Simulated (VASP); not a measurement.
# Mg: surface energy and work function by face, part 2 of 4

How do surface energy, work function and relaxation of Mg depend on the face?

VASP 6.6.1; PBE; plane waves and PAW (Mg).

So far. Step 3 (The bulk reference, job self-consistent run, k-mesh …): The run ends at a pressure of 0.03 GPa.

## Step 4: Surface relaxation, 8 atoms, face Mg(0001)

System of this step: Mg(0001). The cell holds 8 atoms: 8 Mg. Cell: a = 3.186 Å, b = 3.186 Å, c = 33.203 Å, α = 90.0°, β = 90.0°, γ = 60.0°. It derives from Mg. 8 layers of hcp Mg, cut at this functional's lattice. Vacuum lies along c.

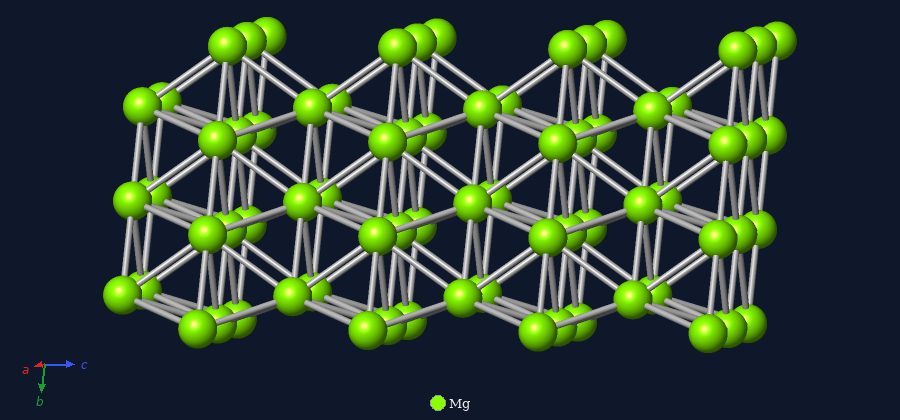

The cell of this step (magnesium green). 2×3×1 cells are drawn. Some periodic images of atoms are drawn too.

All atoms relax at the fixed cell.

File INCAR:

```
SYSTEM = Mg
PREC = Normal
ENCUT = 320
EDIFF = 1E-05
NELM = 120
ISMEAR = 1
SIGMA = 0.15
LREAL = .FALSE.
ALGO = Fast
GGA = PE
NBANDS = 16
LORBIT = 11
LWAVE = .FALSE.
LCHARG = .FALSE.
KPAR = 4
IBRION = 2
NSW = 40
ISIF = 2
EDIFFG = -0.03
POTIM = 0.4
MAXMIX = 40
```

File POSCAR:

```
Mg
1.0
    3.1860766375      0.0000000000      0.0000000000
    1.5930383187      2.7592233065      0.0000000000
    0.0000000000      0.0000000000     33.2026618364
Mg
8
Direct
    0.6666666700      0.6666666700      0.2258855000
    0.0000000000      0.0000000000      0.3042039300
    0.6666666700      0.6666666700      0.3825223600
    0.0000000000      0.0000000000      0.4608407900
    0.6666666700      0.6666666700      0.5391592100
    0.0000000000      0.0000000000      0.6174776400
    0.6666666700      0.6666666700      0.6957960700
    0.0000000000      0.0000000000      0.7741145000
```

File KPOINTS:

```
Automatic mesh
0
Gamma
12 12 1
0 0 0
```

The projector-augmented-wave data sets are Mg (PBE family, release 64).

Launch:

```console
> mpirun -np 4 vasp_std
```

The program printed:

```text
[banner, memory and clock lines left out]
running    4 mpi-ranks, on    1 nodes
 distrk:  each k-point on    1 cores,    4 groups
 distr:  one band on    1 cores,    1 groups

 POSCAR found type information on POSCAR Mg
 POSCAR found :  1 types and       8 ions
 LDA part: xc-table for (Slater+PW92), standard interpolation
 POSCAR, INCAR and KPOINTS ok, starting setup
 FFT: planning ... GRIDC
 FFT: planning ... GRID_SOFT
 FFT: planning ... GRID
 WAVECAR not read
 entering main loop
       N       E                     dE             d eps       ncg     rms          rms(c)
DAV:   1     0.133432556211E+02    0.13343E+02   -0.31912E+03   608   0.461E+02
DAV:   2    -0.107245086599E+02   -0.24068E+02   -0.21949E+02   824   0.684E+01
DAV:   3    -0.116361906104E+02   -0.91168E+00   -0.88374E+00   856   0.130E+01
DAV:   4    -0.116571194694E+02   -0.20929E-01   -0.20918E-01   832   0.240E+00
DAV:   5    -0.116580047186E+02   -0.88525E-03   -0.88520E-03   952   0.446E-01    0.210E+00
RMM:   6    -0.119516235681E+02   -0.29362E+00   -0.39592E-01   629   0.106E+00    0.189E+00
RMM:   7    -0.114915719250E+02    0.46005E+00   -0.53198E-02   630   0.520E-01    0.118E+00
RMM:   8    -0.114238154813E+02    0.67756E-01   -0.31754E-02   636   0.630E-01    0.432E-01
RMM:   9    -0.114191683420E+02    0.46471E-02   -0.89736E-03   635   0.416E-01    0.911E-02
RMM:  10    -0.114188881767E+02    0.28017E-03   -0.12737E-03   639   0.180E-01    0.337E-02
RMM:  11    -0.114188868329E+02    0.13438E-05   -0.41625E-04   635   0.101E-01    0.151E-02
RMM:  12    -0.114188753256E+02    0.11507E-04   -0.10177E-04   582   0.471E-02    0.825E-03
RMM:  13    -0.114188818033E+02   -0.64777E-05   -0.45748E-05   540   0.305E-02
   1 F= -.11418882E+02 E0= -.11417341E+02  d E =-.114189E+02
 curvature:   0.00 expect dE= 0.000E+00 dE for cont linesearch  0.000E+00
 trial: gam= 0.00000 g(F)=  0.458E-03 g(S)=  0.000E+00 ort = 0.000E+00 (trialstep = 0.100E+01)
 search vector abs. value=  0.458E-03
 bond charge predicted
       N       E                     dE             d eps       ncg     rms          rms(c)
DAV:   1    -0.114193346131E+02   -0.45929E-03   -0.78644E-04   824   0.150E-01    0.629E-03
RMM:   2    -0.114193369487E+02   -0.23356E-05   -0.39481E-05   577   0.345E-02
   2 F= -.11419337E+02 E0= -.11417830E+02  d E =-.455145E-03
[... from here on, the cycles between the ionic steps are left out ...]
   3 F= -.11420394E+02 E0= -.11419007E+02  d E =-.151232E-02
   4 F= -.11421128E+02 E0= -.11419996E+02  d E =-.224599E-02
   5 F= -.11421739E+02 E0= -.11420653E+02  d E =-.611542E-03
   6 F= -.11423180E+02 E0= -.11422199E+02  d E =-.205222E-02
   7 F= -.11424232E+02 E0= -.11423399E+02  d E =-.310392E-02
   8 F= -.11424899E+02 E0= -.11424094E+02  d E =-.667426E-03
   9 F= -.11426385E+02 E0= -.11425632E+02  d E =-.215288E-02
 curvature: -16.30 expect dE=-0.260E-02 dE for cont linesearch -0.493E-03
 ZBRENT: increasing intervall
 opt :  14.7227  next Energy=   -11.426933 (dE=-0.270E-02)
 bond charge predicted
       N       E                     dE             d eps       ncg     rms          rms(c)
DAV:   1    -0.114263597311E+02    0.18598E-04   -0.19360E-01   616   0.251E+00    0.887E-02
RMM:   2    -0.114267659884E+02   -0.40626E-03   -0.52275E-03   642   0.446E-01    0.943E-03
RMM:   3    -0.114268993302E+02   -0.13334E-03   -0.12983E-03   718   0.221E-01    0.321E-03
RMM:   4    -0.114269146498E+02   -0.15320E-04   -0.14607E-04   659   0.752E-02    0.273E-03
RMM:   5    -0.114269178308E+02   -0.31810E-05   -0.16932E-05   469   0.268E-02
  10 F= -.11426918E+02 E0= -.11426175E+02  d E =-.268612E-02
 curvature: -18.15 expect dE=-0.111E-02 dE for cont linesearch -0.173E-03
 trial: gam= 0.00000 g(F)=  0.609E-04 g(S)=  0.000E+00 ort =-0.137E-03 (trialstep = 0.412E+01)
 search vector abs. value=  0.609E-04
 reached required accuracy - stopping structural energy minimisation
```

Run time: 18 s. Hardware: 4 MPI ranks of Intel Xeon 6975P-C (Granite Rapids), shared host; peak memory 0.76 GiB.

Parts of OUTCAR (step 4):

```text
  LATTYP: Found a hexagonal cell.
 ALAT       =     3.1860766375
 C/A-ratio  =    10.4211748850

 Subroutine GETGRP returns: Found 12 space group operations
 (whereof  6 operations were pure point group operations)

The static configuration has the point symmetry C_3v.
 The point group associated with its full space group is D_3d.

 Found     19 irreducible k-points:

   k-points           NKPTS =     19   k-points in BZ     NKDIM =     19   number of bands    NBANDS=     16

   dimension x,y,z NGX =    14 NGY =   14 NGZ =  150
   dimension x,y,z NGXF=    28 NGYF=   28 NGZF=  300

   ENCUT  =  320.0 eV  23.52 Ry    4.85 a.u.   4.65  4.65 48.43*2*pi/ulx,y,z

   NELECT =      16.0000    total number of electrons

 E-fermi :   0.3364

 k-point     1 :       0.0000    0.0000    0.0000
  band No.  band energies     occupation
    ...
      5      -4.7343      2.00000
      6      -3.9186      2.00000
      7      -2.9648      2.00000
      8      -1.8398      2.00000
      9      -0.9633      2.00000
     10       0.4676     -0.01362
     11       1.6810     -0.00000
     12       2.7965     -0.00000
     13       3.5085      0.00000
     14       4.3177      0.00000
    ...

 k-point     2 :       0.0833    0.0000    0.0000
  band No.  band energies     occupation
    ...
      5      -4.5990      2.00000
      6      -3.7842      2.00000
      7      -2.8314      2.00000
      8      -1.7070      2.00000
      9      -0.8362      2.00000
     10       0.5962     -0.03435
     11       1.8084     -0.00000
     12       2.9240     -0.00000
     13       3.6404      0.00000
     14       4.4463      0.00000
    ...

  Total       -0.1511897     -0.1511897      0.0570401      0.0000000      0.0000000      0.0000000
  in kB       -0.8298830     -0.8298830      0.3130942      0.0000000      0.0000000      0.0000000
  external PRESSURE =      -0.4488906 kB  Pullay stress =       0.0000000 kB

  energy-cutoff  :      320.00
  volume of cell :      291.89
      direct lattice vectors                 reciprocal lattice vectors
     3.186076637  0.000000000  0.000000000     0.313865645 -0.181210415  0.000000000
     1.593038319  2.759223307  0.000000000     0.000000000  0.362420830  0.000000000
     0.000000000  0.000000000 33.202661836     0.000000000  0.000000000  0.030118067

 POSITION                                       TOTAL-FORCE (eV/Angst)
 -----------------------------------------------------------------------------------
      3.18608      1.83948      7.60192        -0.000000     -0.000000      0.005121
      1.59304      2.75922     10.21791         0.000000      0.000000      0.000931
      3.18608      1.83948     12.77830         0.000000     -0.000000     -0.015958
      1.59304      2.75922     15.33308         0.000000      0.000000     -0.022521
      3.18608      1.83948     17.86958        -0.000000     -0.000000      0.022521
      3.18608      0.00000     20.42436        -0.000000     -0.000000      0.015958
      3.18608      1.83948     22.98475        -0.000000     -0.000000     -0.000931
      0.00000      0.00000     25.60074        -0.000000      0.000000     -0.005121
 -----------------------------------------------------------------------------------
    total drift:                                0.000067      0.000039     -0.000027

  FREE ENERGIE OF THE ION-ELECTRON SYSTEM (eV)
  ---------------------------------------------------
  free  energy   TOTEN  =       -11.4269178308 eV

  energy  without entropy=      -11.4246892712  energy(sigma->0) =      -11.42617498

 total charge
# of ion       s       p       d       tot
------------------------------------------
    1        0.215   0.111   0.008   0.334
    2        0.209   0.128   0.012   0.349
    3        0.209   0.131   0.012   0.352
    4        0.209   0.132   0.012   0.353
    5        0.209   0.132   0.012   0.353
    6        0.209   0.131   0.012   0.352
    7        0.209   0.128   0.012   0.349
    8        0.215   0.111   0.008   0.334
--------------------------------------------------
tot          1.684   1.005   0.085   2.775

[... 1 part as in an earlier step ...]

[... 7 further parts left out ...]
```

CONTCAR:

```
Mg
   1.00000000000000
     3.1860766374999998    0.0000000000000000    0.0000000000000000
     1.5930383186999999    2.7592233065000000    0.0000000000000000
     0.0000000000000000    0.0000000000000000   33.2026618363999972
  Mg
     8
Direct
     0.6666666699999979    0.6666666699999979    0.2289552135059488
     0.0000000000000000    1.0000000000000000    0.3077436570020904
     0.6666666699999979    0.6666666699999979    0.3848578446016360
     0.0000000000000000    1.0000000000000000    0.4618026918772842
     0.6666666699999979    0.6666666699999979    0.5381973081227158
     1.0000000000000000    0.0000000000000000    0.6151421553983639
     0.6666666699999979    0.6666666699999979    0.6922563429979096
     0.0000000000000000    0.0000000000000000    0.7710447864940512
```

The run keeps the 12 symmetry operations of its start, so it cannot find a distortion of lower symmetry.

Relaxation path:

```
step  energy less that of the first step (eV)  largest force (eV/Å)
   1                                   0.0000                0.0765
   2                                  -0.0005                0.0685
   3                                  -0.0015                0.0460
   4                                  -0.0022                0.0430
   5                                  -0.0029                0.0377
   6                                  -0.0043                0.0366
   7                                  -0.0053                0.0679
   8                                  -0.0060                0.0594
   9                                  -0.0075                0.0333
  10                                  -0.0080                0.0225
```

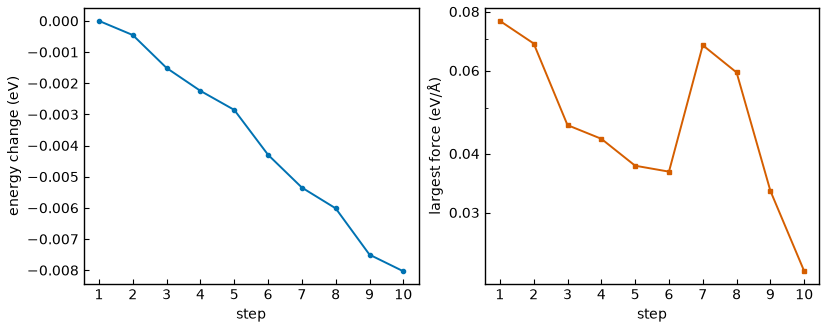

Energy and largest force along the relaxation.

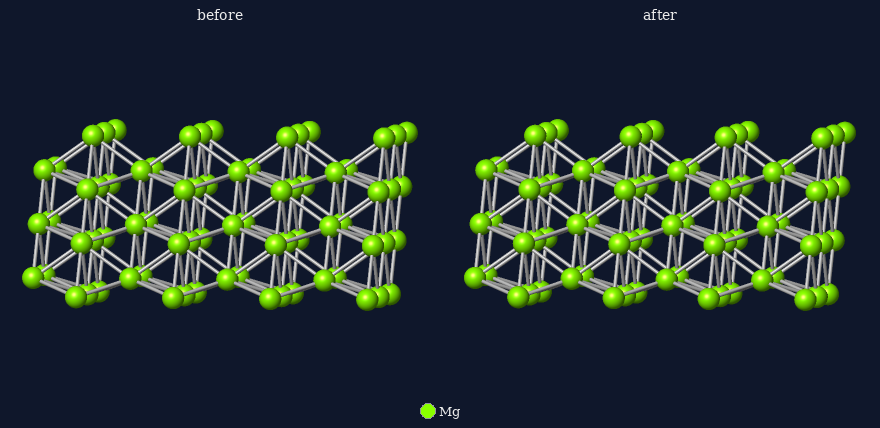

Before and after, at one scale.

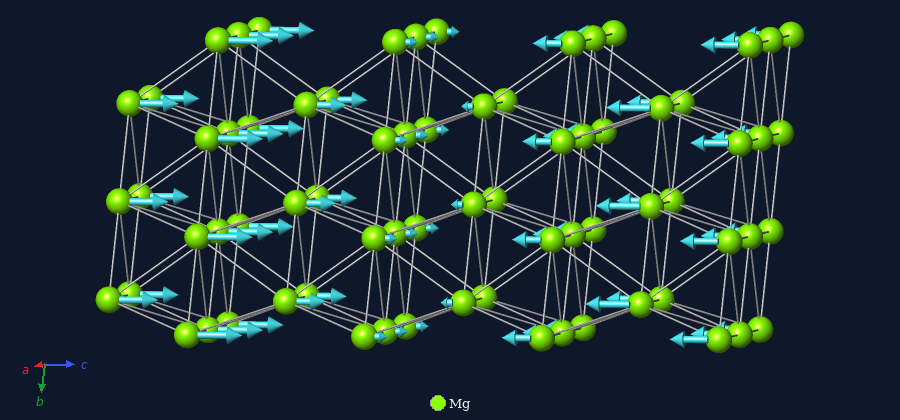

Displacements in the relaxation, exaggerated; the longest in the cell stands for 0.12 Å. 2×3×1 cells are drawn. Some periodic images of atoms are drawn too.

The atoms that moved most (Å):

```
atom     dx     dy      dz  length
 Mg2  0.000  0.000   0.118   0.118
 Mg7  0.000  0.000  -0.118   0.118
 Mg8  0.000  0.000  -0.102   0.102
 Mg1  0.000  0.000   0.102   0.102
 Mg6  0.000  0.000  -0.078   0.078
 Mg3  0.000  0.000   0.078   0.078
 Mg4  0.000  0.000   0.032   0.032
 Mg5  0.000  0.000  -0.032   0.032
```

The relaxed structure:

```xyz
8
Lattice="3.1861 0.0000 0.0000 1.5930 2.7592 0.0000 0.0000 0.0000 33.2027" Properties=species:S:1:pos:R:3
Mg    3.1861    1.8395    7.6019
Mg    0.0000    0.0000   10.2179
Mg    3.1861    1.8395   12.7783
Mg    0.0000    0.0000   15.3331
Mg    3.1861    1.8395   17.8696
Mg    0.0000    0.0000   20.4244
Mg    3.1861    1.8395   22.9848
Mg    0.0000    0.0000   25.6007
```

Numbers from this step:

- electronic cycles: 51
- electrons: 16
- free energy (TOTEN): -11.43 eV
- energy at zero smearing: -11.43 eV
- Fermi energy: 0.3364 eV

The run ended after 10 ionic steps, 0.008 eV below its first step, once the forces on the free atoms met EDIFFG = -0.03.

(Part 2 of 4 ends here.)

[Lines on the potential files, build, host, timing and source positions are cut from VASP's logs without a mark.]

[Logs are printed without paths, hosts, clocks, repeated set-up lines and the standing remarks that a program may print on its own settings, such as how far it seeks lower states.]

[Hosts, paths, dates, database ids (printed as entryN), source tags and the programs' standing remarks are cut or masked in the printed files.]

[Runs that stopped without an error message from VASP are left out.]
